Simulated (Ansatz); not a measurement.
# One shape, several levels: GaHCl (SMILES [Cl][GaH])

We compute a comparison of 6 runs (UHF/STO-3G, UB3LYP/STO-3G, UPBE/STO-3G, USVWN5/STO-3G, UMP2/STO-3G, UCCSD/STO-3G) of GaHCl. 

The calculation is run with Ansatz 0.2.0.

99 further runs of the same task are left out: 46 that didn't finish, 53 set aside as unsound or not needed.

### Step 1. The structure to begin with

GaHCl: 3 atoms, total charge 0, spin state doublet. As SMILES, `[Cl][GaH]`. The H3–Ga2 distance was set to 4.009 Å, away from the relaxed value. At this shape a bond of the SMILES string is far longer than usual.

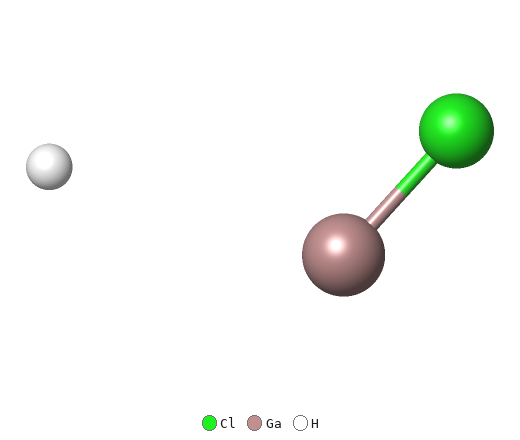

The structure, seen from a chosen angle (chlorine green, gallium pink, hydrogen white).

### Step 2. A single-point energy at UHF/STO-3G (run 1)

File job.yaml:

```yaml
crystal:
  periodic: [false, false, false]
  atoms:
    - {symbol: Cl, position_ang: [2.849781, -2.131522, 1.335942]}
    - {symbol: Ga, position_ang: [0.987981, -2.523722, 0.297442]}
    - {symbol: H, position_ang: [-1.210500, 0.710000, -0.586300]}
basis:
  gaussian:
    orbitals: STO-3G
accuracy: high
hamiltonian:
  xc: hf
magnetization:
  spin_polarized: true
  initial_magnetization: 1
```

Run with:

```console
ansatz run job.yaml --threads 1 --pin off --max-ram 2610MiB --events-out events.jsonl --progress --plain --runs-dir runs
```

Log:

```text
Warning: RAYON_NUM_THREADS=1 ignored (pool sized by the plan → 1); use --threads N
Functional definition: HF
  name "HF"
  exchange = exact_x
  correlation = 0
384 factors; integrals over basis functions are off by at most 1.7e-8 eV
mean field evaluation 1: about -64097.6968 eV, gradient 1.9e1 eV
mean field evaluation 2: about -64097.7232 eV, gradient 1.9e1 eV
mean field evaluation 4: about -64100.3014 eV, gradient 5.3e0 eV
mean field evaluation 8: about -64100.5440 eV, gradient 3.7e0 eV
mean field evaluation 16: about -64111.7220 eV, gradient 1.4e0 eV
mean field evaluation 32: about -64108.4680 eV, gradient 2.1e-1 eV
mean field evaluation 64: about -64109.6099 eV, gradient 4.1e0 eV
mean field evaluation 96: about -64111.9202 eV, gradient 9.7e-4 eV
mean field evaluation 128: about -64111.7672 eV, gradient 3.2e-1 eV
mean field evaluation 160: about -64111.3247 eV, gradient 5.7e0 eV
mean field evaluation 192: about -64111.9183 eV, gradient 6.5e-3 eV
mean field evaluation 224: about -64111.8359 eV, gradient 2.8e-1 eV
mean field evaluation 256: about -64111.6077 eV, gradient 3.6e-1 eV
mean field evaluation 288: about -64111.6597 eV, gradient 1.4e0 eV
mean field evaluation 320: about -64111.7361 eV, gradient 7.3e-1 eV
mean field evaluation 352: about -64111.7688 eV, gradient 1.3e-1 eV
mean field evaluation 384: about -64111.6261 eV, gradient 2.0e-1 eV
mean field evaluation 416: about -64111.5248 eV, gradient 3.4e0 eV
mean field -64111.92053544 eV, -2356.0696230567 hartree, gradient 3.4e-8 eV, S^2 1.752478; 6 other end points of the search recorded, 0 dependent functions left out
reference -64111.92053544 eV, -2356.0696230567 hartree; 25, 24 occupied and 3, 4 virtual orbitals, 384 factors
Total energy: -64111.92053544 eV, -2356.0696230567 hartree
```

Run time: 2.4 s. Hardware: 1 thread of Arm Neoverse V1, shared host; peak memory 0.092 GiB.

### Step 3. A single-point energy at UB3LYP/STO-3G (run 2)

job.yaml: that of step 2 with these lines changed.

```diff
@@ -7,9 +7,5 @@
 basis:
-  gaussian:
-    orbitals: STO-3G
+  gaussian: {orbitals: STO-3G}
+magnetization: {spin_polarized: true, initial_magnetization: 1}
+hamiltonian: {xc: {name: B3LYP}}
 accuracy: high
-hamiltonian:
-  xc: hf
-magnetization:
-  spin_polarized: true
-  initial_magnetization: 1
```

Run with:

```console
ansatz run job.yaml --threads 1 --pin off --max-ram 2610MiB --events-out events.jsonl --progress --plain --runs-dir runs
```

Log, cut to the lines that bear on the results:

```text
Warning: RAYON_NUM_THREADS=1 ignored (pool sized by the plan → 1); use --threads N
Functional definition: B3LYP
  name "B3LYP"
[...]
384 factors; integrals over basis functions are off by at most 1.7e-8 eV
[...]
mean field -64161.19100829 eV, -2357.8802795374 hartree, gradient 5.8e-8 eV, S^2 1.479684; 13 other end points of the search recorded, 0 dependent functions left out
reference -64161.19103888 eV, -2357.8802806615 hartree; 25, 24 occupied and 3, 4 virtual orbitals, 384 factors
Total energy: -64161.19103888 eV, -2357.8802806615 hartree
```

Run time: 41 s. Hardware: 1 thread of Arm Neoverse V1, shared host; peak memory 0.14 GiB.

Run 3 isn't shown in full; the table further down has it.

### Step 4. The energy at USVWN5/STO-3G (run 4)

File molecule.yaml:

```yaml
crystal:
  periodic: [false, false, false]
  atoms:
    - {symbol: Cl, position_ang: [2.849781, -2.131522, 1.335942]}
    - {symbol: Ga, position_ang: [0.987981, -2.523722, 0.297442]}
    - {symbol: H, position_ang: [-1.210500, 0.710000, -0.586300]}
basis:
  gaussian:
    orbitals: STO-3G
hamiltonian:
  xc: {name: SVWN5}
accuracy: high
magnetization:
  spin_polarized: true
  initial_magnetization: 1
```

Run with:

```console
ansatz run molecule.yaml --threads 1 --pin off --max-ram 2610MiB --events-out events.jsonl --progress --plain --runs-dir runs
```

Log, cut to the lines that bear on the results:

```text
Warning: RAYON_NUM_THREADS=1 ignored (pool sized by the plan → 1); use --threads N
Functional definition: SVWN5
  name "SVWN5"
[...]
384 factors; integrals over basis functions are off by at most 1.7e-8 eV
[...]
mean field -64031.50208314 eV, -2353.1142994443 hartree, gradient 6.1e-8 eV, S^2 1.475438; 24 other end points of the search recorded, 0 dependent functions left out
reference -64031.50208506 eV, -2353.1142995150 hartree; 25, 24 occupied and 3, 4 virtual orbitals, 384 factors
Total energy: -64031.50208506 eV, -2353.1142995150 hartree
```

Run time: 35 s. Hardware: 1 thread of Arm Neoverse V1, shared host; peak memory 0.11 GiB.

Run 5 isn't shown in full; the table further down has it.

### Step 5. The energy at UCCSD/STO-3G (run 6)

File input.yaml:

```yaml
crystal:
  periodic: [false, false, false]
  atoms:
    - {symbol: Cl, position_ang: [2.849781, -2.131522, 1.335942]}
    - {symbol: Ga, position_ang: [0.987981, -2.523722, 0.297442]}
    - {symbol: H, position_ang: [-1.210500, 0.710000, -0.586300]}
basis:
  gaussian: {orbitals: STO-3G}
total_charge: 0
magnetization: {spin_polarized: true, initial_magnetization: 1}
correlation: {method: ccsd, frozen_orbitals: {Cl: 5, Ga: 9, H: 0}}
accuracy: high
scf: {omitted_lower_state_checks: [cluster_reference, increment]}
```

Run with:

```console
ansatz run input.yaml --threads 1 --pin off --max-ram 2610MiB --events-out events.jsonl --progress --plain --runs-dir runs
```

Log:

```text
Warning: RAYON_NUM_THREADS=1 ignored (pool sized by the plan → 1); use --threads N
[... 21 lines left out ...]
14 core orbitals not correlated: weight in the atoms' cores, before any rotation towards them, 0.999 or more for the frozen orbitals, at most 0.001 for the correlated occupied ones
[... 175 lines left out ...]
Total energy: -64112.84428941 eV, -2356.1035703891 hartree
Checks for a lower state left out: cluster_reference, increment
```

Wall time 5.4 s (1 thread of Arm Neoverse V1, shared host); peak memory 0.097 GiB.

### Step 6. Overview of the runs

| run | level | frozen core orbitals | energy (Eh) | ⟨S²⟩ | wall time |
| --- | --- | --- | --- | --- | --- |
| 1 | UHF/STO-3G | – | -2356.069623 | 1.752 | 2.4 s |
| 2 | UB3LYP/STO-3G | – | -2357.880281 | 1.480 | 41 s |
| 3 | UPBE/STO-3G | – | -2357.337899 | 1.495 | 65 s |
| 4 | USVWN5/STO-3G | – | -2353.114300 | 1.475 | 35 s |
| 5 | UMP2/STO-3G | 14 | -2356.093253 | 1.752 | 4.2 s |
| 6 | UCCSD/STO-3G | 14 | -2356.103570 | 1.752 | 5.4 s |

### Step 7. Summary of results

```
                                           quantity           value
                                run 6: total energy  -2356.10357 Eh
run 6: correlation energy (14 core orbitals frozen)       -33.9 mEh
           run 6: ⟨S²⟩ of the reference determinant           1.752
                               run 6: T1 diagnostic           0.014
```

Below the UHF energy at the same shape and in the same basis (STO-3G): UMP2 -23.6 mEh; UCCSD -33.9 mEh. Totals of different functionals can't be ranked against each other. In runs 1, 2, 3, 4, 5, 6 the basis is minimal, so the values are rough. Spin contamination of the reference: run 1 ⟨S²⟩ = 1.75, run 5 ⟨S²⟩ = 1.75, run 6 ⟨S²⟩ = 1.75, run 3 ⟨S²⟩ = 1.49, run 2 ⟨S²⟩ = 1.48, run 4 ⟨S²⟩ = 1.48. Where it is this large, the reference is a mixture of spin states, and values that rest on it are in doubt. All runs together took 2.6 min, the longest 65 s.
